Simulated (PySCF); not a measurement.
## Electronic structure of C4H7F2O2Si (doublet) in real space

| atom | x (Å) | y (Å) | z (Å) |
| --- | --- | --- | --- |
| O | 0.9987 | 1.7177 | 1.1635 |
| C | 0.0941 | 1.3886 | 0.4253 |
| C | -0.2932 | -0.0042 | 0.1091 |
| Si | -1.5335 | -0.2888 | 1.5677 |
| C | -0.9330 | -0.1782 | -1.2638 |
| F | -2.2245 | 0.2917 | -1.2125 |
| O | 0.7078 | -0.9801 | 0.3815 |
| C | 1.9057 | -0.8337 | -0.2653 |
| F | 1.7838 | -1.1596 | -1.6019 |
| H | -0.5858 | 2.1323 | -0.0310 |
| H | -0.7890 | -0.4927 | 2.7965 |
| H | -2.6521 | 0.6405 | 1.5565 |
| H | -0.9798 | -1.2392 | -1.5253 |
| H | -0.4166 | 0.3788 | -2.0526 |
| H | 2.6042 | -1.5520 | 0.1752 |
| H | 2.3057 | 0.1877 | -0.2342 |

Geometry: GFN2-xTB.

Level of theory: UKS B3LYP, pcH-1 on C F H O Si, non-relativistic, mean-field spin-orbit, GIAO (PySCF).

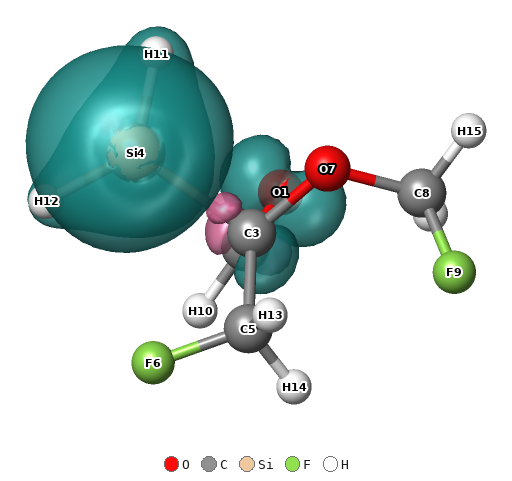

Figure 1. Isosurfaces of the spin density at +0.015 (teal) and −0.015 e/Å³ (pink), seen at a tilt.

Question: Describe the spin distribution.

Answer: The unpaired spin (1 electron) lies mostly on Si4 (about 0.8) and O1 (about 0.1), in electrons by Hirshfeld's partition.

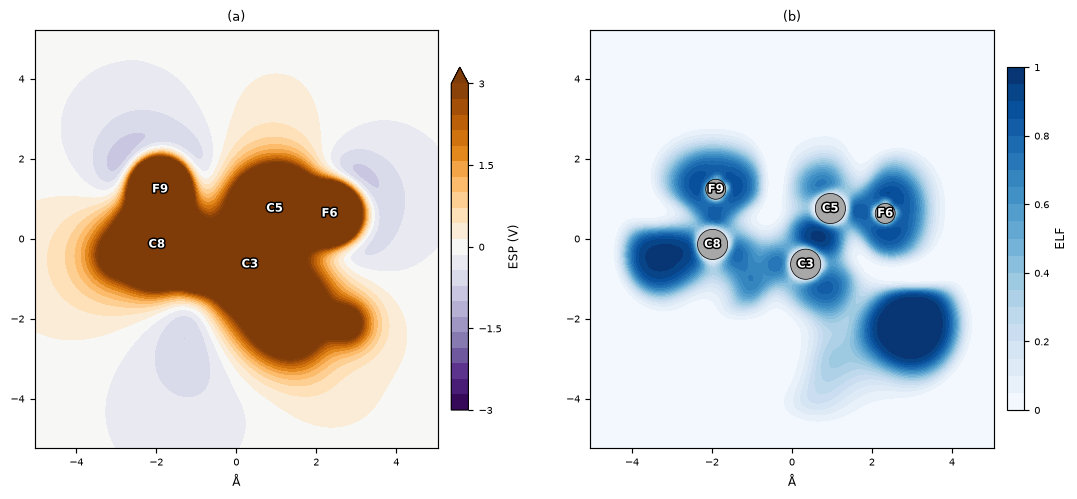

Figure 2. (a) molecular electrostatic potential; (b) ELF on the plane of atoms C3, C5 and F6. Grey discs cover the atomic cores in the ELF map.

Question: Interpret the plot.

Answer: The section cuts through C and F sites. C–F (1.38 Å): the ELF peaks at about 0.85 between the atoms; a polar covalent bond. C–C (1.52 Å): the ELF peaks at about 0.95 between the atoms: localised, covalent bonding. The ELF also peaks beside F6 and F9, away from the bonds: non-bonding electrons, paired or unpaired. Outside the dense part of the molecule the potential is most negative (−0.9 V) near F9.

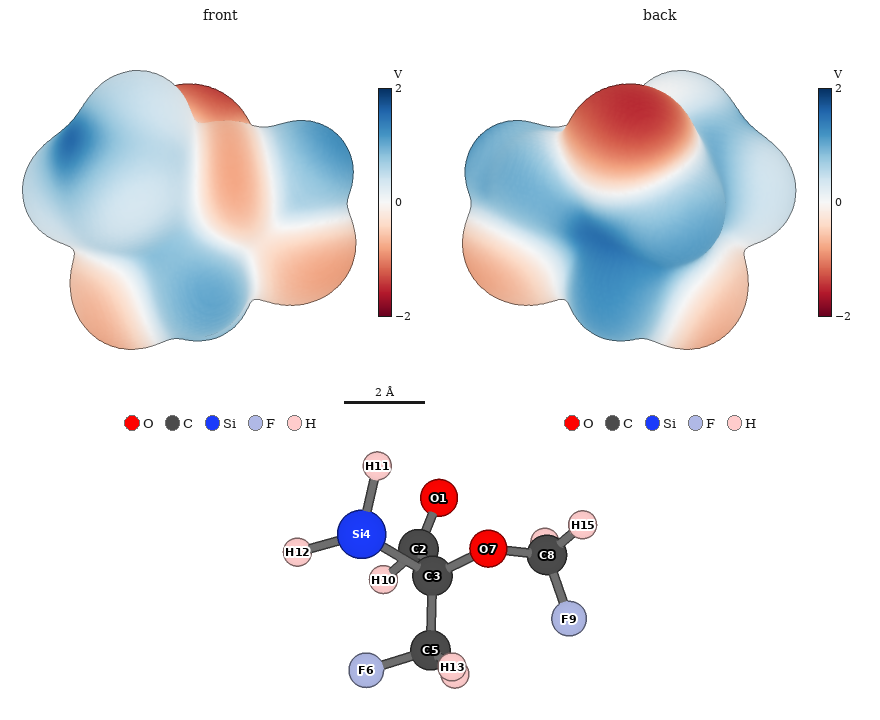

Figure 3. The molecular electrostatic potential painted on the density surface at 0.002 e/bohr³, seen from the front and from behind; red is negative and blue positive. The bare structure is drawn below in the same view.

Question: Which sites attract a positive test charge, and which a negative one?

Answer: A positive charge is drawn to the negative regions and a negative charge to the positive ones. The most negative region (about −1.5 V) lies over O1, the most positive (about +1.5 V) over C2, C3, Si4 and H14. O1 is the likeliest acceptor of a hydrogen bond.
